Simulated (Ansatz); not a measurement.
## Electronic structure of ClFHO2Si2 (doublet) in real space

Input

```
crystal:
  periodic: [false, false, false]
  atoms:
    - {symbol: Cl, position_ang: [0.606857, 3.002906, -1.269050]}
    - {symbol: F, position_ang: [-0.981383, -2.099126, -0.508125]}
    - {symbol: O, position_ang: [0.436473, -0.113108, -1.767361]}
    - {symbol: O, position_ang: [-0.837525, 0.566962, 0.133383]}
    - {symbol: Si, position_ang: [-1.026270, -0.595400, -1.076242]}
    - {symbol: Si, position_ang: [0.652532, 1.061468, -0.543797]}
    - {symbol: H, position_ang: [-2.220006, -0.468484, -1.921747]}
basis:
  gaussian:
    orbitals: def2-SVPD
magnetization:
  spin_polarized: true
  initial_magnetization: 1
hamiltonian:
  xc: pbe0
output: {forces: true, orbitals: {seedname: orbitals}}
```

Command:

```sh
ansatz run input.yaml --threads 2 --pin off --max-ram 4350MiB --events-out events.jsonl --progress --plain --runs-dir runs
```

Geometry: B3LYP-D3(BJ)/def2-SVP.

Method: isolated molecule in a Gaussian basis; Kohn-Sham density functional theory, functional PBE0 in Ansatz 0.2.0.

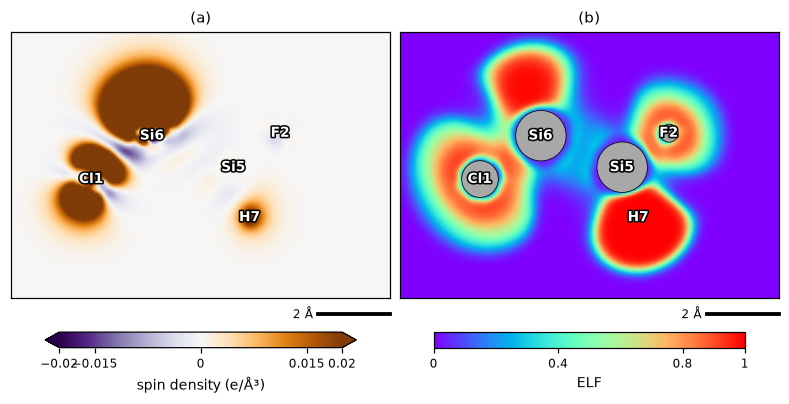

Figure 1. (a) spin density; (b) electron localisation function on the plane of atoms F2, Si5 and Si6. Grey discs cover the atomic cores in the ELF map.

**Interpret the plot.**

The section cuts through Cl, F, Si and H sites. Si–F (1.61 Å): the ELF peaks at about 0.85 in the valence shell of F, 0.6 Å from its nucleus, and is about 0.40 at the midpoint. Si–Cl (2.07 Å): the ELF peaks at about 0.85 between the atoms: a polar covalent bond. Si–Si (2.42 Å): the ELF is about 0.25 at the midpoint. Si–H (1.47 Å): the ELF climbs to about 1 towards the hydrogen, as it does in any bond to H. The ELF also peaks beside Cl1 and F2, away from the bonds: non-bonding electrons, paired or unpaired. The unpaired spin (1 electron) lies mostly on Si6 (about 0.7) and Cl1 (about 0.1), in electrons by Hirshfeld's partition.

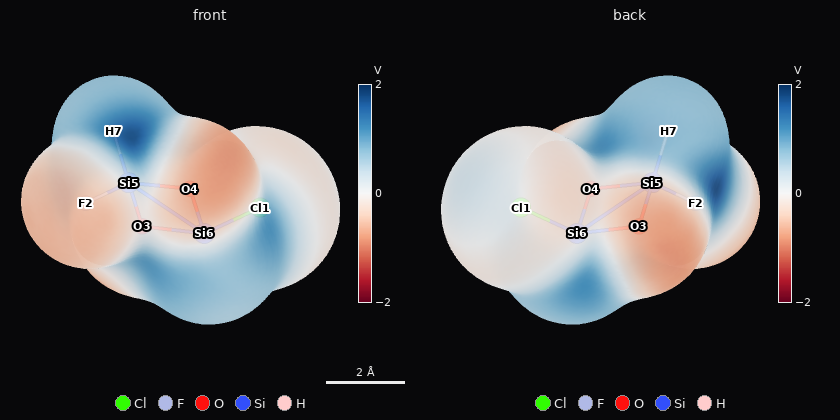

Figure 2. The molecular electrostatic potential painted on the density surface at 0.001 e/bohr³, seen from the front and from behind; red is negative and blue positive.

**Which sites attract a positive test charge, and which a negative one?**

A positive charge is drawn to the negative regions and a negative charge to the positive ones. The most negative region (about −0.9 V) lies over O3 and O4, the most positive (about +1.7 V) over Si5. Cl1 shows a σ-hole: about +0.3 V at the tip opposite its bond, against about −0.1 V on its flanks.

**What dipole moment does the calculation give?**

Its dipole moment is 0.47 D.

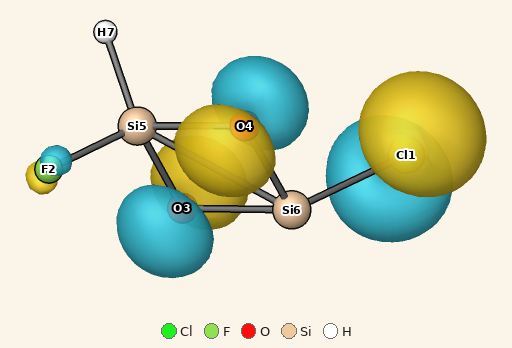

Figure 3. One frontier orbital at ±0.15 Å⁻³ᐟ² (yellow and cyan are the two phases), seen at a tilt.

**Which orbital is it: HOMO (β) or LUMO (β)?**

The HOMO (β), at −9.82 eV. By Hirshfeld shares it lies mainly on Cl1 (about 40 %), O3 (about 25 %) and O4 (about 25 %); largely a combination of lone pairs on Cl1, O3 and O4.
